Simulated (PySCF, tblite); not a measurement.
# C3H9F2NSi3: geometry, infrared bands and NMR shifts

Aim: predict the infrared bands and NMR shifts of C3H9F2NSi3 (`[H]/N=C\C(F)(F)[Si@@H]1C[SiH2][SiH2]1`).

The runs use tblite 0.8.0 and PySCF 2.14.0, with density-fitted response routines of our own; the level of theory stands in each step. All values are computed, except where a source is named. Atoms count from 0, in the outputs and in this text.

### 1 The molecule as given

18 atoms, charge 0, multiplicity 1; geometry from: force field or distance geometry start.

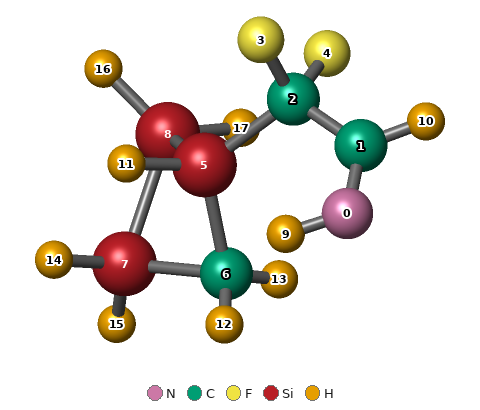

As it starts; nitrogen pink, carbon teal, fluorine yellow, silicon red, hydrogen amber, atoms numbered.

### 2 Relaxing the molecule with GFN2-xTB

The job: settings as JSON, then the geometry in Å.

```
{"job": {"kind": "relax", "xc": "GFN2-xTB", "basis": "xTB"}, "charge": 0, "multiplicity": 1}
N     -2.659000    -0.354500    -1.239600
C     -2.589100    -0.618300     0.006300
C     -1.592900     0.007500     0.931000
F     -2.230100     1.133600     1.443400
F     -1.315400    -0.813900     2.010900
Si    -0.044500     0.570100     0.136700
C      0.694100    -0.460100    -1.208700
Si     2.353900     0.328600    -0.744200
Si     1.764100     0.004800     1.361700
H     -1.996500     0.349100    -1.570600
H     -3.284500    -1.360500     0.401800
H      0.072800     1.997000    -0.183900
H      0.367500    -0.222100    -2.234200
H      0.781400    -1.545400    -0.986500
H      2.277900     1.749100    -1.076100
H      3.510300    -0.392600    -1.217000
H      2.149500     1.018200     2.322800
H      1.731900    -1.384400     1.834300
```

Command:

```sh
$ OMP_NUM_THREADS=1 python probes_run.py task.json out
```

One launch serves the whole session: the jobs run in the order shown.

Output:

```text
step      E/eV     max force
  0    -773.90900    2.402
  1    -774.13460    1.946
  2    -774.25853    1.147
  3    -774.38383    0.884
  4    -774.58953    0.717
  5    -774.64689    0.551
  6    -774.72920    0.628
  7    -774.78093    0.615
  8    -774.85018    0.660
  9    -774.91238    0.532
 10    -774.95449    0.434
 11    -774.97547    0.267
 12    -774.99091    0.274
 13    -775.00240    0.307
 14    -775.01385    0.255
 15    -775.02461    0.276
 16    -775.03455    0.260
 17    -775.04412    0.357
 18    -775.05404    0.312
 19    -775.06349    0.203
 20    -775.07147    0.192
 21    -775.07788    0.277
 22    -775.08414    0.289
 23    -775.09104    0.198
 24    -775.09803    0.188
 25    -775.10426    0.206
 26    -775.10970    0.228
 27    -775.11480    0.194
 28    -775.12039    0.192
 29    -775.12729    0.227
 30    -775.13528    0.284
 31    -775.14310    0.232
 32    -775.14938    0.203
 33    -775.15406    0.157
 34    -775.15867    0.201
 35    -775.16493    0.265
 36    -775.17295    0.238
 37    -775.18133    0.254
 38    -775.18809    0.191
 39    -775.19302    0.158
 40    -775.19677    0.132
 41    -775.20068    0.170
 42    -775.20592    0.216
 43    -775.21223    0.267
 44    -775.21817    0.234
 45    -775.22618    0.180
 46    -775.23283    0.126
 47    -775.23572    0.131
 48    -775.24117    0.173
 49    -775.24535    0.174
 50    -775.24968    0.174
 51    -775.25347    0.162
 52    -775.25739    0.213
 53    -775.26276    0.196
 54    -775.26960    0.242
 55    -775.27461    0.222
 56    -775.27907    0.169
 57    -775.28370    0.190
 58    -775.28847    0.228
 59    -775.29364    0.160
 60    -775.29707    0.192
 61    -775.30099    0.162
 62    -775.30511    0.120
 63    -775.30937    0.226
 64    -775.31486    0.305
 65    -775.32088    0.308
 66    -775.32374    0.241
 67    -775.32847    0.189
 68    -775.33051    0.129
 69    -775.33250    0.109
 70    -775.33455    0.122
 71    -775.33671    0.126
 72    -775.33919    0.123
 73    -775.34285    0.127
 74    -775.34715    0.135
 75    -775.35092    0.184
 76    -775.35347    0.158
 77    -775.35635    0.159
 78    -775.35884    0.141
 79    -775.36186    0.150
 80    -775.36455    0.226
 81    -775.36960    0.292
 82    -775.37553    0.291
 83    -775.38073    0.163
 84    -775.38191    0.244
 85    -775.38474    0.208
 86    -775.38749    0.116
 87    -775.38965    0.128
 88    -775.39186    0.143
 89    -775.39372    0.163
 90    -775.39602    0.119
 91    -775.39833    0.130
 92    -775.40027    0.196
 93    -775.40192    0.112
 94    -775.40400    0.089
 95    -775.40720    0.132
 96    -775.40868    0.164
 97    -775.41109    0.190
 98    -775.41289    0.164
 99    -775.41509    0.125
100    -775.41725    0.096
101    -775.41931    0.140
102    -775.42092    0.129
103    -775.42249    0.262
104    -775.42484    0.157
105    -775.42733    0.095
106    -775.42851    0.069
107    -775.42944    0.068
108    -775.43037    0.065
109    -775.43132    0.059
110    -775.43222    0.069
111    -775.43285    0.041
112    -775.43320    0.047
113    -775.43339    0.035
114    -775.43359    0.034
115    -775.43379    0.028
116    -775.43397    0.024
117    -775.43411    0.025
118    -775.43428    0.028
119    -775.43452    0.026
120    -775.43470    0.022
121    -775.43478    0.017
122    -775.43482    0.014
123    -775.43486    0.013
124    -775.43492    0.019
125    -775.43499    0.022
126    -775.43509    0.018
127    -775.43519    0.021
128    -775.43530    0.022
129    -775.43540    0.022
130    -775.43551    0.027
131    -775.43562    0.026
132    -775.43574    0.025
133    -775.43586    0.024
134    -775.43601    0.037
135    -775.43617    0.042
136    -775.43633    0.036
137    -775.43649    0.028
138    -775.43666    0.035
139    -775.43687    0.050
140    -775.43713    0.071
141    -775.43746    0.074
142    -775.43784    0.061
143    -775.43829    0.058
144    -775.43894    0.077
145    -775.43946    0.088
146    -775.44045    0.101
147    -775.44164    0.110
148    -775.44298    0.095
149    -775.44372    0.090
150    -775.43092    0.472
151    -775.44442    0.040
152    -775.44461    0.030
153    -775.44493    0.030
154    -775.44501    0.027
155    -775.44520    0.042
156    -775.44538    0.031
157    -775.44558    0.058
158    -775.44584    0.046
159    -775.44617    0.052
160    -775.44657    0.065
161    -775.44707    0.054
162    -775.44775    0.101
163    -775.44862    0.100
164    -775.44950    0.161
165    -775.44896    0.286
166    -775.45082    0.080
167    -775.45129    0.051
168    -775.45213    0.063
169    -775.45238    0.050
170    -775.45280    0.060
171    -775.45313    0.079
172    -775.45351    0.057
173    -775.45386    0.038
174    -775.45429    0.042
175    -775.45468    0.051
176    -775.45500    0.051
177    -775.45529    0.056
178    -775.45551    0.029
179    -775.45563    0.024
180    -775.45569    0.025
181    -775.45573    0.016
182    -775.45577    0.012
183    -775.45581    0.017
184    -775.45586    0.021
185    -775.45590    0.019
186    -775.45593    0.013
187    -775.45597    0.013
188    -775.45602    0.021
189    -775.45608    0.024
190    -775.45614    0.018
191    -775.45617    0.013
192    -775.45618    0.007
```

Wall time 3.5 s (1 thread of Arm Neoverse N1, shared host); peak memory 0.18 GiB.

Relaxation path: (not every step is listed)

```tsv
step	energy from step 0 (eV)	largest force (eV/Å)
0	0.0000	2.4019
1	-0.2256	1.9460
2	-0.3495	1.1467
3	-0.4748	0.8837
4	-0.6805	0.7168
5	-0.7379	0.5513
6	-0.8202	0.6277
7	-0.8719	0.6146
8	-0.9412	0.6601
25	-1.1953	0.2060
42	-1.2969	0.2158
59	-1.3846	0.1601
76	-1.4445	0.1584
93	-1.4929	0.1116
110	-1.5232	0.0685
127	-1.5262	0.0209
144	-1.5299	0.0773
161	-1.5381	0.0537
178	-1.5465	0.0292
187	-1.5470	0.0134
188	-1.5470	0.0212
189	-1.5471	0.0241
190	-1.5471	0.0185
191	-1.5472	0.0128
192	-1.5472	0.0073
```

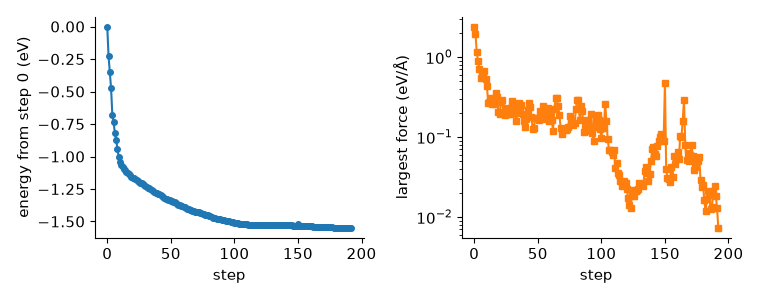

Energy and force, step by step.

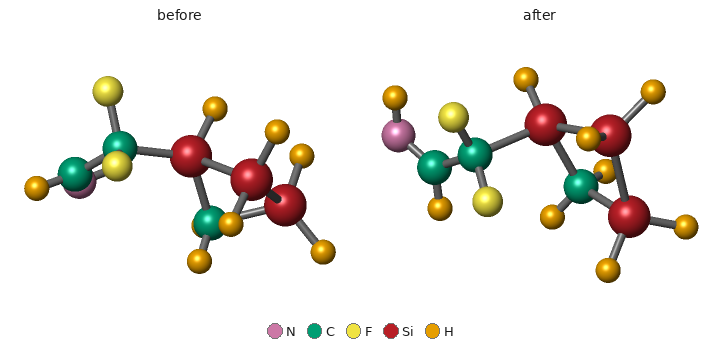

Before and after, at one scale.

Distances of close pairs at the start and the end, largest changes first:

```tsv
bond	before (Å)	after (Å)	change (Å)
Si7–Si8	2.211	2.360	+0.149
C2–Si5	1.829	1.965	+0.136
Si5–Si8	2.256	2.348	+0.091
Si5–C6	1.848	1.925	+0.077
C6–Si7	1.895	1.940	+0.044
C6–H13	1.111	1.088	-0.023
Si7–H15	1.443	1.465	+0.022
Si8–H16	1.449	1.471	+0.022
```

The final coordinates are the input of the step that follows.

### 3 Harmonic vibrations with GFN2-xTB

The job: settings as JSON, then the geometry in Å.

```
{"job": {"kind": "ir", "xc": "GFN2-xTB", "basis": "xTB"}, "charge": 0, "multiplicity": 1}
N     -3.522232    -0.075216    -0.579742
C     -2.413624    -0.649484    -0.456227
C     -1.388577    -0.418735     0.590067
F     -1.961870    -0.059358     1.787397
F     -0.676505    -1.563804     0.861865
Si    -0.098134     0.973433     0.081620
C      0.943181     0.196212    -1.339321
Si     2.467539    -0.529419    -0.383942
Si     1.734662     0.664134     1.515827
H     -3.759510     0.555331     0.186335
H     -2.105791    -1.342349    -1.233101
H     -0.989274     2.072664    -0.322483
H      1.261628     0.969651    -2.036930
H      0.415382    -0.540515    -1.941324
H      3.729933    -0.169567    -1.043050
H      2.417845    -1.992853    -0.349503
H      2.436152     1.913473     1.847842
H      1.500436     0.002719     2.803013
```

Output:

```text
mode    cm-1     km/mol
  1      24.1      0.06
  2      48.4      0.50
  3      74.1      0.18
  4      95.7      1.02
  5     134.7      0.67
  6     189.8      0.77
  7     217.3      2.89
  8     232.2      3.13
  9     300.6     27.31
 10     316.0     33.67
 11     332.3      1.86
 12     370.8      6.03
 13     394.7      2.75
 14     411.0      8.87
 15     427.4     36.71
 16     431.6      6.27
 17     463.8    124.37
 18     493.1      4.78
 19     527.4      1.23
 20     567.5    220.07
 21     609.9     10.51
 22     615.3    110.57
 23     631.2     94.77
 24     682.2    210.59
 25     687.9    127.48
 26     731.3    282.28
 27     761.3     89.26
 28     789.1    235.30
 29     810.1    137.27
 30     939.1     73.80
 31     957.2      4.52
 32     986.9     84.13
 33    1068.3     49.43
 34    1102.4     56.46
 35    1132.8     58.16
 36    1174.1    116.44
 37    1329.2     86.46
 38    1468.7      3.24
 39    1717.1    315.25
 40    2170.0    178.87
 41    2176.8    323.08
 42    2194.8    332.45
 43    2217.7    369.81
 44    2237.8    313.47
 45    2989.1     26.89
 46    3005.6      6.15
 47    3019.0     27.04
 48    3312.6      7.64
```

Wall time 1.6 s (1 thread of Arm Neoverse N1, shared host); peak memory 0.18 GiB.

Which atoms move in the most intense modes:

```tsv
cm⁻¹	km/mol	atoms
568	220.1	H11 35 %, H16 13 %, H17 12 %
731	282.3	C6 36 %, Si5 22 %
789	235.3	H14 28 %, H15 27 %, H16 20 %, H17 19 %
1717	315.2	C1 58 %, N0 40 %
2177	323.1	H11 91 %
2195	332.4	H14 83 %
2218	369.8	H17 87 %
2238	313.5	H15 92 %
```

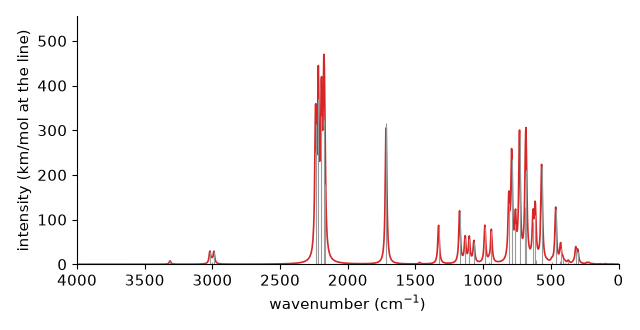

The infrared spectrum from these modes, unscaled. Lines are broadened to a width of 14 cm⁻¹ (Lorentzian).

### 4 Shielding tensors: PBE0/pcSseg-1

The job, as its differences from that of step 3:

```diff
@@ -1,2 +1,2 @@
-{"job": {"kind": "ir", "xc": "GFN2-xTB", "basis": "xTB"}, "charge": 0, "multiplicity": 1}
+{"job": {"kind": "nmr", "xc": "PBE0", "basis": "pcSseg-1"}, "charge": 0, "multiplicity": 1}
 N     -3.522232    -0.075216    -0.579742
```

With the program's defaults for keys left out, this is: GIAO PBE0/pcSseg-1 NMR shielding, non-relativistic, gas phase.

Output:

```text
coarse grid: 16944 points
cycle   1  E = -1241.6054216301  dE =  9.158e-01  |g| = 7.885e-01  |ddm| = 3.932e+00
cycle   2  E = -1241.4214908704  dE =  1.839e-01  |g| = 1.272e+00  |ddm| = 1.414e+00
cycle   3  E = -1241.7200272673  dE = -2.985e-01  |g| = 1.404e-01  |ddm| = 9.490e-01
cycle   4  E = -1241.7235130403  dE = -3.486e-03  |g| = 7.246e-02  |ddm| = 1.620e-01
cycle   5  E = -1241.7246355726  dE = -1.123e-03  |g| = 1.384e-02  |ddm| = 6.693e-02
cycle   6  E = -1241.7246762251  dE = -4.065e-05  |g| = 4.072e-03  |ddm| = 1.767e-02
cycle   7  E = -1241.7246796723  dE = -3.447e-06  |g| = 9.924e-04  |ddm| = 4.511e-03
final grid: 151952 points
cycle   8  E = -1241.7863478128  dE = -4.057e-05  |g| = 8.193e-03  |ddm| = 2.939e-02
cycle   9  E = -1241.7863351006  dE =  1.271e-05  |g| = 1.151e-02  |ddm| = 1.795e-02
cycle  10  E = -1241.7863625991  dE = -2.750e-05  |g| = 8.675e-04  |ddm| = 1.015e-02
cycle  11  E = -1241.7863627204  dE = -1.213e-07  |g| = 3.395e-04  |ddm| = 1.004e-03
cycle  12  E = -1241.7863627395  dE = -1.912e-08  |g| = 1.688e-04  |ddm| = 3.946e-04
cycle  13  E = -1241.7863627454  dE = -5.881e-09  |g| = 3.777e-05  |ddm| = 1.455e-04
cycle  14  E = -1241.7863627457  dE = -2.647e-10  |g| = 7.917e-06  |ddm| = 3.934e-05
converged SCF energy = -1241.7863627457

GIAO shielding tensors (ppm)
atom      isotropic    diamagn.    paramagn.     s11        s22        s33       span
  0 N      -96.843     318.865    -415.707   -447.840   -117.065    274.376    722.216
  1 C       14.786     255.088    -240.302   -100.700     29.534    115.525    216.225
  2 C       56.053     250.722    -194.669     37.399     56.696     74.065     36.666
  3 F      316.107     474.904    -158.797    205.628    340.250    402.443    196.815
  4 F      313.562     477.598    -164.036    193.663    333.958    413.063    219.400
  5 Si     356.327     882.318    -525.991    324.477    357.201    387.303     62.826
  6 C      188.593     259.193     -70.600    170.597    191.446    203.737     33.140
  7 Si     406.146     879.863    -473.717    371.576    382.575    464.286     92.710
  8 Si     420.301     881.341    -461.040    339.175    421.604    500.124    160.949
  9 H       20.259      33.534     -13.275      8.700     23.991     28.086     19.386
 10 H       23.307      30.214      -6.908     20.175     22.201     27.544      7.368
 11 H       26.866      31.317      -4.451     23.408     25.548     31.641      8.233
 12 H       30.970      31.772      -0.802     26.251     28.521     38.139     11.889
 13 H       30.916      33.482      -2.566     26.191     28.026     38.532     12.341
 14 H       27.011      28.656      -1.646     23.477     24.618     32.937      9.460
 15 H       26.962      29.125      -2.163     24.070     25.156     31.660      7.590
 16 H       27.160      29.646      -2.486     24.341     24.844     32.293      7.952
 17 H       27.034      29.565      -2.531     23.616     25.222     32.264      8.648
```

It took 77 s on 1 thread of Arm Neoverse N1, shared host; peak memory 1.1 GiB.

The references, computed at this level on geometries of the same kind, shield at (ppm): 1H TMS 31.72, 13C TMS 186.9, 29Si TMS 349.2, 19F CFCl3 170.9, 15N NH3 267.7. Their shielding less the atom's gives the shift. The references are single molecules in the gas phase, so shifts against H2O, NH3, PH3, H3PO4 or CFCl3 are not on the usual liquid scales and can be off by tens of ppm.

```tsv
atoms	environment	σ (ppm)	δ (ppm)	δ scaled to CDCl3
C1	C=N carbon	14.8	172.1	166.1
C2	fully substituted sp3 carbon bonded to 2 F and Si	56.1	130.9	125.8
C6	sp3 CH2 bonded to 2 Si	188.6	-1.7	-3.5
H9	hydrogen on an imine nitrogen	20.26	11.46	–
H10	hydrogen on a C=N carbon	23.31	8.41	8.03
H11	hydrogen on a silicon bonded to 2 C, Si, in a 4-membered ring	26.87	4.85	–
H15	hydrogen on a silicon bonded to C, Si, in a 4-membered ring	26.96	4.75	–
H14	hydrogen on a silicon bonded to C, Si, in a 4-membered ring	27.01	4.71	–
H17	hydrogen on a silicon bonded to 2 Si, in a 4-membered ring	27.03	4.68	–
H16	hydrogen on a silicon bonded to 2 Si, in a 4-membered ring	27.16	4.56	–
H13	hydrogen on an sp3 CH2 bonded to 2 Si	30.92	0.80	0.86
H12	hydrogen on an sp3 CH2 bonded to 2 Si	30.97	0.75	0.81
N0	imine nitrogen	-96.8	364.6	–
F4	fluorine of a CF2 group	313.6	-142.6	–
F3	fluorine of a CF2 group	316.1	-145.2	–
Si5	silicon bonded to 2 C, Si, H, in a 4-membered ring	356.3	-7.2	–
Si7	silicon bonded to C, Si, 2 H, in a 4-membered ring	406.1	-57.0	–
Si8	silicon bonded to 2 Si, 2 H, in a 4-membered ring	420.3	-71.1	–
```

The scaled column applies a straight-line fit of computed shieldings to shifts measured in CDCl3, and one for carbons that bear F (root-mean-square error 0.16 ppm for H, 1.9 ppm for C).

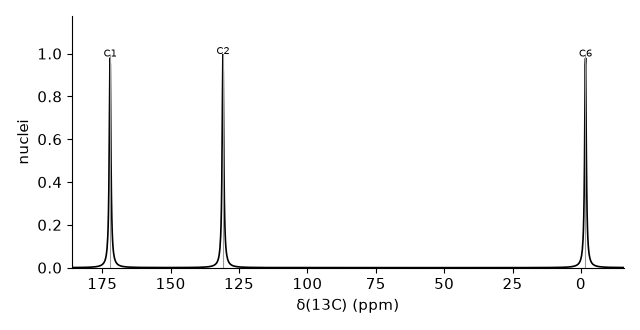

13C lines at the computed shifts, without couplings. Lines are broadened to a width of 0.70 ppm (Lorentzian).

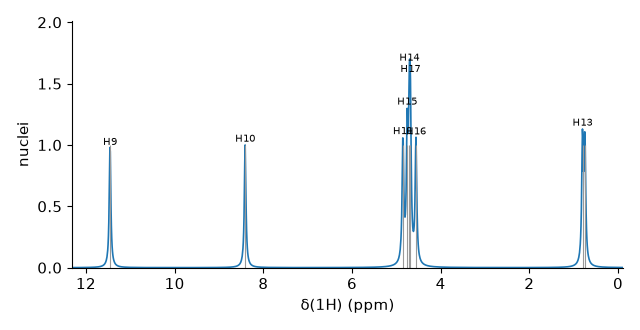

1H lines at the computed shifts, without couplings. Lines are broadened to a width of 0.04 ppm (Lorentzian).

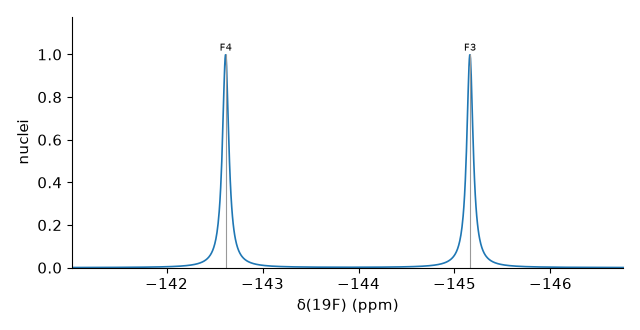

19F lines at the computed shifts, without couplings. Lines are broadened to a width of 0.08 ppm (Lorentzian).

The run also stored atomic charges by several schemes (e):

```tsv
atoms	Mulliken	IAO	Hirshfeld	ESP fit
N0	-0.31	-0.40	-0.21	-0.73
C1	0.01	0.01	0.03	0.36
C2	0.32	0.29	0.09	0.28
F3	-0.30	-0.30	-0.11	-0.23
F4	-0.31	-0.31	-0.09	-0.23
Si5	0.44	0.58	0.25	0.22
C6	-0.84	-0.81	-0.25	-0.45
Si7	0.42	0.48	0.25	0.33
Si8	0.06	0.15	0.15	0.02
```

Mulliken charges:

N0 -0.31; C1 0.01; C2 0.32; F3 -0.30; F4 -0.31; Si5 0.44; C6 -0.84; Si7 0.42; Si8 0.06; H9 0.17; H10 0.13; H11 -0.02; H12 0.17; H13 0.18; H14 -0.05; H15 -0.03; H16 -0.02; H17 -0.01

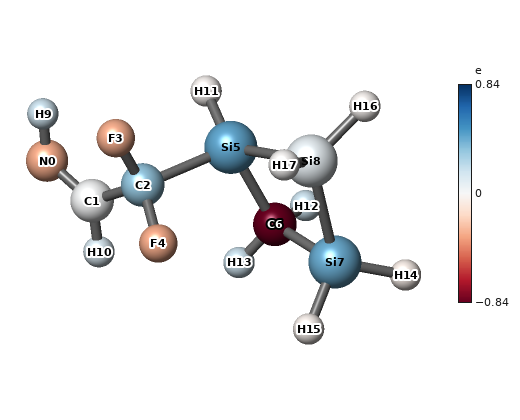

Mulliken charges, as colours on the atoms.

Mayer bond orders: N0–C1 2.06, C1–C2 0.96, C2–F3 0.91, C2–F4 0.86, C2–Si5 0.76, Si5–C6 0.90, C6–Si7 0.89, Si7–Si8 0.87, Si8–Si5 0.90.

Ring of atoms Si5, C6, Si7, Si8: NICS(0) 1.2, NICS(1) -0.9, NICS(1)zz 4.3 ppm (means of both faces).

### 5 Summary of results

| quantity | value |
| --- | --- |
| strongest single infrared mode (GFN2-xTB) | 2218 cm⁻¹, 370 km/mol |
| zero-point energy (GFN2-xTB) | 68.0 kcal/mol |
| 13C shifts against TMS (PBE0/pcSseg-1) | 172.1, 130.9, -1.7 ppm |
| 1H shifts against TMS (PBE0/pcSseg-1) | 11.46, 8.41, 4.85, 4.75, 4.71, 4.68, 4.56, 0.80, 0.75 ppm |
| 15N shifts against NH3 (PBE0/pcSseg-1) | 364.6 ppm |
| 19F shifts against CFCl3 (PBE0/pcSseg-1) | -142.6, -145.2 ppm |
| 29Si shifts against TMS (PBE0/pcSseg-1) | -7.2, -57.0, -71.1 ppm |

Relaxing lowered the energy by 1.547 eV in 192 steps; the close pair that moved most is Si7–Si8, from 2.211 to 2.360 Å. All 48 modes are real, so the xTB geometry is a minimum. The strongest single mode, at 2218 cm⁻¹, moves mainly H17. GFN2-xTB is a fitted tight-binding method: band positions and strengths are rough. Its intensities can rank the bands wrongly. At PBE0/pcSseg-1: Shielding is most anisotropic at N0 (span 722 ppm, paramagnetic term -416 ppm).
